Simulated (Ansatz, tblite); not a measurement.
# C30H12S10: which spin state is lowest

Is the singlet the ground state of C30H12S10? Other spin states are computed and compared level by level.

Method: as each input shows; program: Ansatz 0.2.0, Gaussian basis.

The runs, in order: triplet, at the geometry of the singlet (GFN1-xTB, GFN2-xTB, PBE0-D4/def2-SVP, PBE-D4/def2-SVP); the singlet's energies come from earlier runs.

## 1. The geometry

The singlet was relaxed beforehand with r2SCAN-D4/def2-SVP.

52 atoms, charge 0, spin multiplicity 1.

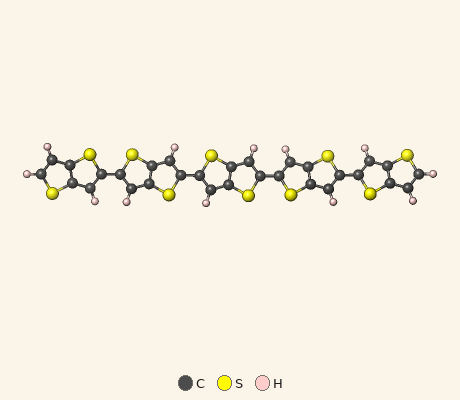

The structure; carbon dark grey, sulfur yellow, hydrogen pink.

## 2. Triplet at the fixed geometry, GFN1-xTB

Tight binding, by tblite at 300 K electronic temperature and without a spin-polarisation term:

```python
tblite.interface.Calculator('GFN1-xTB', numbers, positions, charge=0, uhf=2).singlepoint()
```

Energy -2905.7820 eV; 0.42 s.

## 3. Triplet at the fixed geometry, GFN2-xTB

Tight binding, by tblite at 300 K electronic temperature and without a spin-polarisation term:

```python
tblite.interface.Calculator('GFN2-xTB', numbers, positions, charge=0, uhf=2).singlepoint()
```

Energy -2796.3121 eV; 0.41 s.

## 4. Triplet at the fixed geometry, PBE0-D4/def2-SVP

Input file in.yaml:

```yaml
crystal:
  periodic: [false, false, false]
  atoms:
    - {symbol: C, position_ang: [14.260253, -0.452501, -1.948462]}
    - {symbol: C, position_ang: [13.541950, -1.067996, -0.948349]}
    - {symbol: C, position_ang: [12.156206, -0.786701, -1.074915]}
    - {symbol: S, position_ang: [10.727773, -1.218007, -0.192677]}
    - {symbol: C, position_ang: [9.709525, -0.307732, -1.307884]}
    - {symbol: C, position_ang: [8.282794, -0.255587, -1.114899]}
    - {symbol: C, position_ang: [7.387329, 0.674471, -1.633162]}
    - {symbol: C, position_ang: [6.061543, 0.393546, -1.241426]}
    - {symbol: S, position_ang: [4.516675, 1.134801, -1.518467]}
    - {symbol: C, position_ang: [3.706838, -0.079379, -0.525589]}
    - {symbol: C, position_ang: [2.284572, -0.020751, -0.340720]}
    - {symbol: C, position_ang: [1.381870, 0.911624, -0.843758]}
    - {symbol: C, position_ang: [0.060660, 0.627954, -0.441580]}
    - {symbol: S, position_ang: [-1.488006, 1.359607, -0.713280]}
    - {symbol: C, position_ang: [-2.289302, 0.139494, 0.275841]}
    - {symbol: C, position_ang: [-3.712930, 0.173667, 0.473482]}
    - {symbol: C, position_ang: [-4.511795, -0.806521, 1.057461]}
    - {symbol: C, position_ang: [-5.867424, -0.422868, 1.087689]}
    - {symbol: S, position_ang: [-7.336928, -1.154692, 1.650824]}
    - {symbol: C, position_ang: [-8.282474, 0.241704, 1.133599]}
    - {symbol: C, position_ang: [-9.705594, 0.257109, 1.341003]}
    - {symbol: C, position_ang: [-10.504318, -0.719152, 1.922521]}
    - {symbol: C, position_ang: [-11.864912, -0.334152, 1.947840]}
    - {symbol: S, position_ang: [-13.338374, -1.054967, 2.513296]}
    - {symbol: C, position_ang: [-14.255826, 0.329760, 2.000185]}
    - {symbol: C, position_ang: [-13.484659, 1.310672, 1.418610]}
    - {symbol: C, position_ang: [-12.117976, 0.928560, 1.390337]}
    - {symbol: S, position_ang: [-10.648668, 1.655023, 0.824400]}
    - {symbol: C, position_ang: [-7.484401, 1.220370, 0.551386]}
    - {symbol: C, position_ang: [-6.126136, 0.840923, 0.529065]}
    - {symbol: S, position_ang: [-4.658085, 1.573461, -0.031170]}
    - {symbol: C, position_ang: [-1.385170, -0.791641, 0.781663]}
    - {symbol: C, position_ang: [-0.066853, -0.513013, 0.370607]}
    - {symbol: S, position_ang: [1.480886, -1.249943, 0.638575]}
    - {symbol: C, position_ang: [4.605314, -1.008622, -0.009562]}
    - {symbol: C, position_ang: [5.927679, -0.737327, -0.416535]}
    - {symbol: S, position_ang: [7.469763, -1.481072, -0.142543]}
    - {symbol: C, position_ang: [10.454588, 0.308213, -2.305640]}
    - {symbol: C, position_ang: [11.835767, 0.038610, -2.164877]}
    - {symbol: S, position_ang: [13.270023, 0.466927, -3.043931]}
    - {symbol: H, position_ang: [15.338170, -0.486564, -2.108307]}
    - {symbol: H, position_ang: [13.995266, -1.686649, -0.172224]}
    - {symbol: H, position_ang: [7.700066, 1.524856, -2.240960]}
    - {symbol: H, position_ang: [1.682904, 1.752027, -1.472241]}
    - {symbol: H, position_ang: [-4.118471, -1.755861, 1.422533]}
    - {symbol: H, position_ang: [-10.108853, -1.661059, 2.306937]}
    - {symbol: H, position_ang: [-15.334287, 0.341333, 2.159713]}
    - {symbol: H, position_ang: [-13.889548, 2.248994, 1.037301]}
    - {symbol: H, position_ang: [-7.882491, 2.160569, 0.165573]}
    - {symbol: H, position_ang: [-1.680499, -1.618233, 1.428886]}
    - {symbol: H, position_ang: [4.301186, -1.839054, 0.631119]}
    - {symbol: H, position_ang: [10.004347, 0.895782, -3.107285]}
basis:
  gaussian: {orbitals: def2-SVP, fitting: {mean_field: def2-universal-jkfit}}
magnetization: {spin_polarized: true, initial_magnetization: 2}
hamiltonian: {xc: pbe0, dispersion: d4}
scf: {omitted_lower_state_checks: [starts]}
output: {orbitals: {seedname: orbitals}}
```

The run is started by

```sh
$ ansatz run in.yaml --threads 2 --pin off --events-out ev --progress --plain --max-ram 32768MiB --backend cuda --devices 0, --max-vram 18GiB
```

What it wrote:

```text
Functional definition: PBE0
  name "PBE0"
  cite "Adamo & Barone, J. Chem. Phys. 110, 6158 (1999) doi:10.1063/1.478522"
  cite "Perdew, Burke & Ernzerhof, Phys. Rev. Lett. 77, 3865 (1996) doi:10.1103/PhysRevLett.77.3865"
  parent pbe
  parameter a = 0.25
  parameter kappa = 0.804
  parameter beta = 0.06672455060314922
  exchange = (1 - a)*pbe_x(kappa = kappa, mu = beta*pi^2/3) + a*exact_x
  correlation = pbe_c(beta = beta)
these checks for a lower state are left out or cut short: starts
3746 factors; integrals over basis functions are off by at most 2.2e-1 eV
mean field evaluation 1: about -139474.6338 eV, gradient 9.7e1 eV
mean field evaluation 2: about -139403.6217 eV, gradient 1.5e2 eV
mean field evaluation 4: about -139517.9573 eV, gradient 3.1e1 eV
mean field evaluation 8: about -139526.3069 eV, gradient 1.2e0 eV
mean field evaluation 16: about -139526.3400 eV, gradient 5.2e-2 eV
mean field evaluation 32: about -139526.3404 eV, gradient 1.0e-3 eV
mean field -139526.34037020 eV, -5127.4984342546 hartree, gradient 2.1e-6 eV, S^2 2.042308; 0 other end points of the search recorded, 0 dependent functions left out
reference -139526.34044088 eV, -5127.4984368521 hartree; 177, 175 occupied and 483, 485 virtual orbitals, 3746 factors
Total energy: -139528.96838015 eV, -5127.5950118391 hartree
Checks for a lower state left out: starts
```

It took 22 s on 1 × H100 (card shared with other runs) with 2 threads of AMD EPYC 7R13, shared host; peak host memory 1.4 GiB.

Report: HOMO -3.52 eV, LUMO -4.13 eV (over both spins; with the spin held, an empty level of the minority spin lies below the top filled one); ⟨S²⟩ 2.042 (pure: 2.00).

## 5. Triplet at the fixed geometry, PBE-D4/def2-SVP

start.molden holds the orbitals of an earlier run on this state, given as this run's starting guess.

in.yaml: that of step 4 with these lines changed.

```diff
@@ -56,5 +56,5 @@
 basis:
-  gaussian: {orbitals: def2-SVP, fitting: {mean_field: def2-universal-jkfit}}
+  gaussian: {orbitals: def2-SVP, fitting: {mean_field: def2-universal-jkfit}, initial_orbitals: start.molden}
 magnetization: {spin_polarized: true, initial_magnetization: 2}
-hamiltonian: {xc: pbe0, dispersion: d4}
+hamiltonian: {xc: pbe, dispersion: d4}
 scf: {omitted_lower_state_checks: [starts]}
```

Launched as before.

What it wrote:

```text
Functional definition: PBE
  name "PBE"
  cite "Perdew, Burke & Ernzerhof, Phys. Rev. Lett. 77, 3865 (1996) doi:10.1103/PhysRevLett.77.3865"
  parent pbe
  parameter kappa = 0.804
  parameter beta = 0.06672455060314922
  exchange = pbe_x(kappa = kappa, mu = beta*pi^2/3)
  correlation = pbe_c(beta = beta)
these checks for a lower state are left out or cut short: starts
3746 factors; integrals over basis functions are off by at most 2.2e-1 eV
mean field evaluation 1: about -139515.8086 eV, gradient 1.2e1 eV
mean field evaluation 2: about -139516.4014 eV, gradient 7.5e-1 eV
mean field evaluation 4: about -139516.4361 eV, gradient 2.1e-1 eV
mean field evaluation 8: about -139516.4368 eV, gradient 1.8e-5 eV
mean field -139516.43684876 eV, -5127.1344865545 hartree, gradient 1.8e-5 eV, S^2 2.004852; 0 other end points of the search recorded, 0 dependent functions left out
reference -139516.43693932 eV, -5127.1344898826 hartree; 177, 175 occupied and 483, 485 virtual orbitals, 3746 factors
Total energy: -139519.47694372 eV, -5127.2462079838 hartree
Checks for a lower state left out: starts
```

Run time: 17 s. Hardware: 1 × H100 (card shared with other runs) with 2 threads of AMD EPYC 7R13, shared host; peak host memory 1.3 GiB.

Report: HOMO -3.02 eV, LUMO -4.34 eV (over both spins; with the spin held, an empty level of the minority spin lies below the top filled one); ⟨S²⟩ 2.005 (pure: 2.00).

## 6. Triplet less singlet, vertical

The singlet's energies are those of its earlier runs, whose logs aren't repeated here.

| level | triplet less singlet, vertical (kJ/mol) | time |
| --- | --- | --- |
| GFN1-xTB | +141.3 | 0.72 s |
| GFN2-xTB | +140.2 | 0.7 s |
| PBE-D4/def2-SVP | +137.6 | 30 s |
| PBE0-D4/def2-SVP | +164.8 | 36 s |

Times add the two runs; a level without a time comes out of a correlated run. Tight binding without a spin term can't rank spin states.

## 7. Summary of results

| quantity | value |
| --- | --- |
| triplet less singlet, vertical, functionals in def2-SVP | +137.6 (PBE-D4) to +164.8 kJ/mol (PBE0-D4) |

All functionals put the triplet above the singlet, over a spread of 27.3 kJ/mol. The checks for a lower triplet were left out, so another state of that spin may lie lower. These are electronic energies, without zero-point motion, entropy or surroundings.
